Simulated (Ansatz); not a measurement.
Base system: SrO in the rock salt structure (space group Fm-3m, No. 225; a = 5.160 Å). Axes: x, y, z lie along the cube axes.

One thing is altered: a free-standing slab of 4 layers (8 atoms, 2 a layer) is cut normal to the z axis, with 15 Å of vacuum and the in-plane cell held at bulk.

The values are results of Ansatz (an electronic-structure program) r2SCAN, without spin-orbit coupling, not measurements.

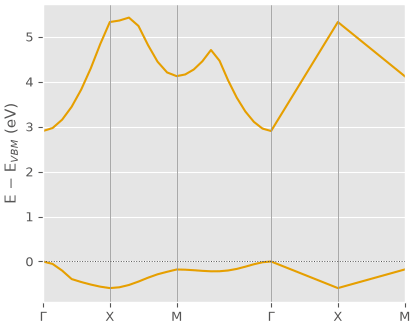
Highest valence and lowest conduction band along the path of the changed cell's own zone

### Question
From the figure, how large is the changed gap, and is it direct?

### Answer
About 2.9 eV, direct at Γ.

No phonon test of stability was made. Labels are those of the standard path for the cell's own space group.
